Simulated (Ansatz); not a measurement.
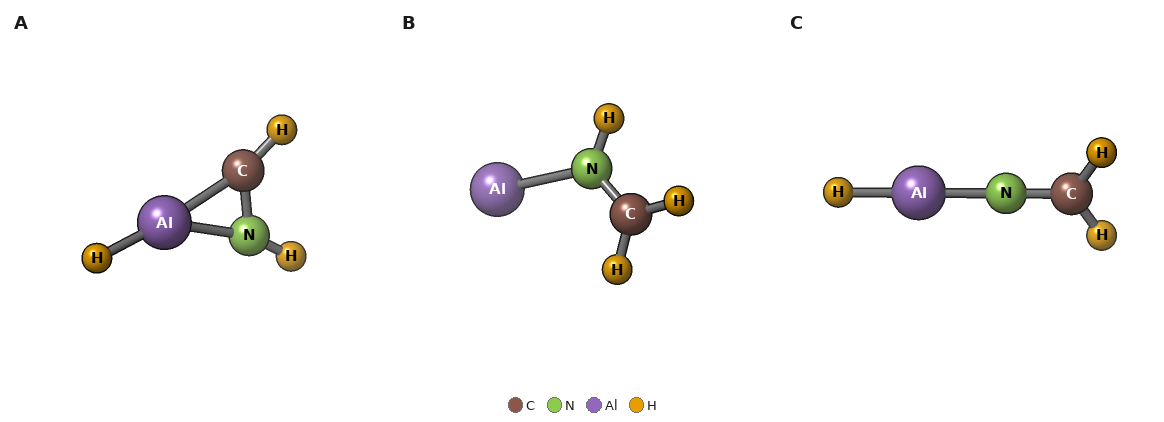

3 stationary structures of one formula. The species has charge +1 and is a spin singlet. Geometries: PBE-D4/def2-SVP. Electronic energies: PBE-D4/def2-SVP (Ansatz 0.2.0), without zero-point energy. No frequency run is at hand to confirm each as a minimum.

Rank them by energy, lowest first.

B is lowest (Cs); A lies 26.7 kcal/mol above it (Cs), C lies 27.3 kcal/mol above it.
